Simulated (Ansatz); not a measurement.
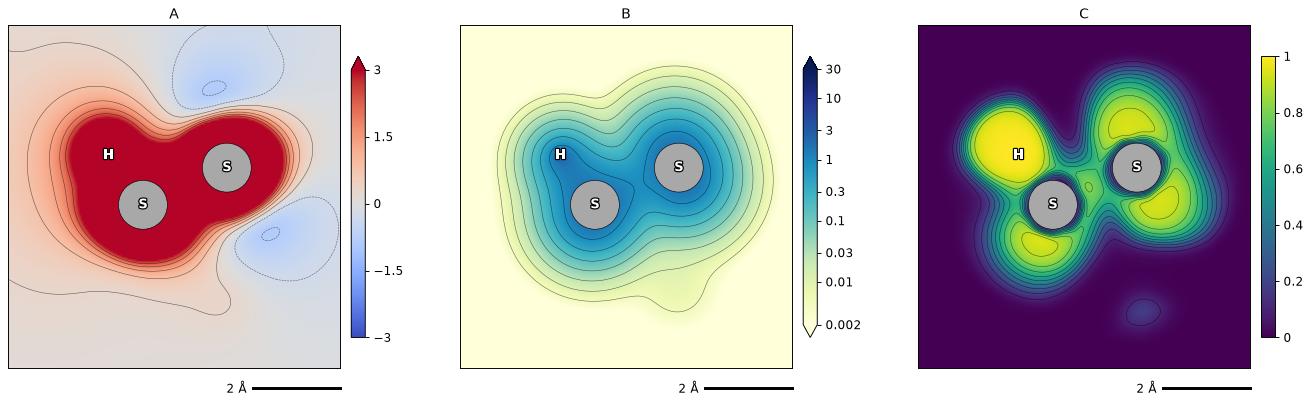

CH₄S₂Si: 3 fields on the plane of atoms S4, S3 and H8, with unlabelled colour scales. Grey discs cover the atomic cores.

Level of theory: Ansatz 0.2.0, RKS PBE-D4/cc-pVDZ.

Q: Match the panels to the quantities (electron density, electron localisation function and electrostatic potential).

A: Panel A: electrostatic potential (strongly positive close to the atoms, with negative regions outside electron-rich atoms). Panel B: electron density. Panel C: electron localisation function. From the grid: S–S (2.11 Å): ρ at the midpoint is about 0.88 e/Å³; the ELF peaks at about 0.80 between the atoms; a shared electron pair.
